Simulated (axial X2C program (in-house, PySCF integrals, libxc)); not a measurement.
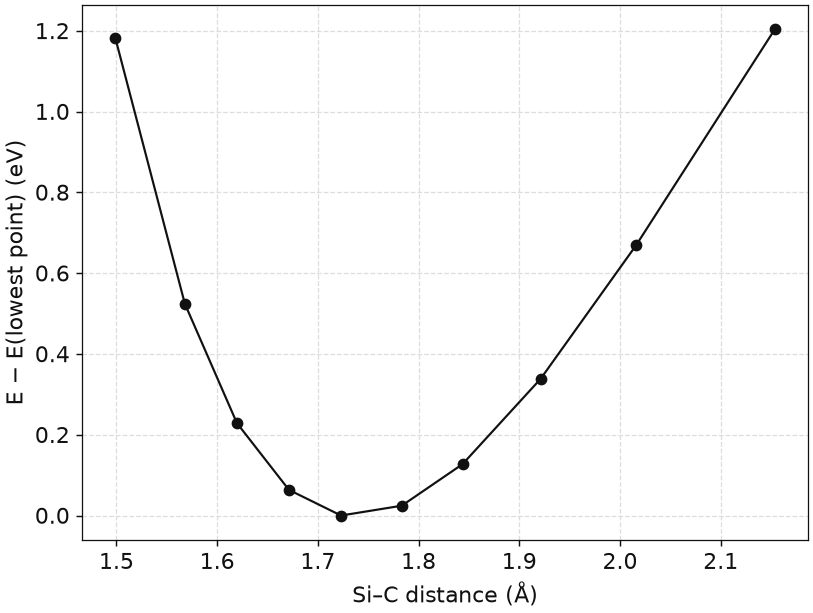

Fig. 1: Energy at 10 bond lengths, for one set of occupations held fixed; the line joins the points. A polynomial of degree 6 through 9 points gives rₑ = 1.737 Å, ωₑ = 941.5 cm⁻¹, ωₑxₑ = 5.9 cm⁻¹ and Bₑ = 0.6653 cm⁻¹. The minimum lies 4.61 eV below Si + C, each computed as one determinant at the same level.

SiC: relativistic diatomic calculation

System: SiC, single determinant with Ω = 2.
Method: BP86, two-component X2C with atomic mean-field Coulomb and Gaunt terms, Si dyall-v3z, C dyall-v3z (cores contracted) (axial X2C program (in-house, PySCF integrals, libxc)).

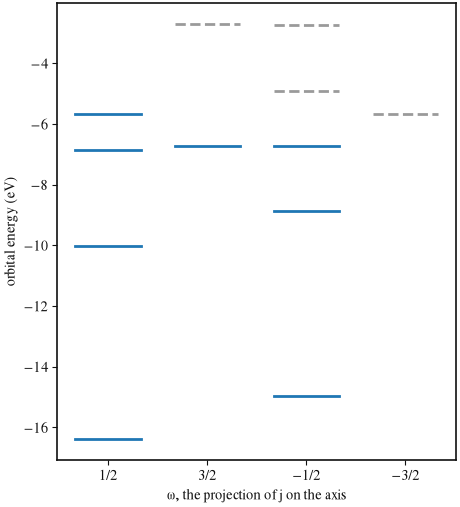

Fig. 2: Orbital energies near the frontier at 1.72 Å, filled (solid) and empty (dashed). The highest filled spinor (1/2; 49 % C p, 47 % Si p) lies at −5.67 eV, the lowest empty one (−3/2; 50 % C p, 46 % Si p) at −5.66 eV.

Input and output of the run follow.

## The input
```
{"zs": [14, 6], "q": 0, "bas": ["dyall-v3z", "dyall-v3z"], "levels": ["PBE0", "HF", "BP86"], "cc": true, "r0": 1.74, "thr": -2.0, "nmax": 90, "npts": 10, "nst": 2, "ntry": 6}
```

The line is the task of a batch: nuclear charges, charge, bases, the levels to run, a first guess of the distance and further settings. This report covers BP86 with spin-orbit coupling. The log is that of the reference distance 1.723 Å.

The run was one of a batch that the task file lists, launched with:
```bash
python <driver script> task.json out
```

## The program's output
```
two-component X2C + atomic mean field  BP86
basis functions 88  fitting functions 555  grid points 4356
iter        total energy     max residual
   1       -328.012240397     3.37e-02
   2       -328.014732712     2.11e-03
   3       -328.014636587     5.99e-03
   4       -328.014858719     3.44e-03
   5       -328.014932616     3.80e-04
   6       -328.014941798     3.31e-04
   7       -328.014943250     7.34e-05
   8       -328.014943311     1.38e-05
   9       -328.014943313     4.74e-06
converged
one-electron -503.62262254  Coulomb 176.08482421  exact exchange 0.00000000  xc functional -26.23728349  nuclear repulsion 25.79854075  atomic mean-field constant -0.03840226
```

## The points of the curve

```
R (Å)  E (hartree)  dipole (D; origin at the first atom, positive when the second is positive)  highest filled (eV)  lowest empty (eV)
1.499  −327.971538                                                                       −1.30                −6.21              −6.20
1.568  −327.995673                                                                       −1.43                −6.02              −6.01
1.620  −328.006532                                                                       −1.52                −5.90              −5.88
1.671  −328.012611                                                                       −1.61                −5.78              −5.76
1.723  −328.014943                                                                       −1.69                −5.67              −5.66
1.783  −328.014049                                                                       −1.78                −5.55              −5.54
1.844  −328.010272                                                                       −1.86                −5.45              −5.43
1.921  −328.002514                                                                       −1.95                −5.33              −5.31
2.016  −327.990361                                                                       −2.04                −5.20              −5.19
2.154  −327.970689                                                                       −2.14                −5.07              −5.05
```

## Results in brief

- outcome: converged
- bond length rₑ: 1.737 Å
- ωₑ: 941.5 cm⁻¹
- energy at the minimum: −328.01504 hartree
- depth below the fragments: 4.61 eV
- hardware: 1 thread of Intel Xeon (Granite Rapids), 96 GiB of memory available, shared host
- wall time: 1.3 s
- peak memory: 0.45 GiB
